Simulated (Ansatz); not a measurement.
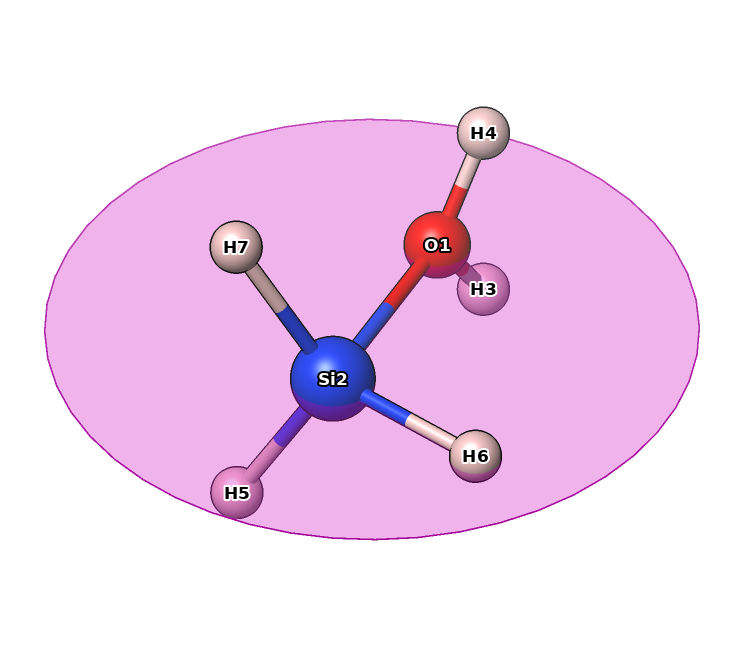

A disc through the centre of mass is drawn in. Depth is shown by fading: the farther an atom, the more it takes the colour of the background. The species has charge +1 and is a spin singlet. The geometry was computed by an optimisation with PBE0-D4/def2-TZVP. No frequency run is at hand to confirm it as a minimum.

Question: Is the plane of the disc a mirror plane of the structure?

Answer: Yes. The reflection leaves O1, Si2, H6 in place and moves H3 ↔ H4; H5 ↔ H7. The point group is Cs.
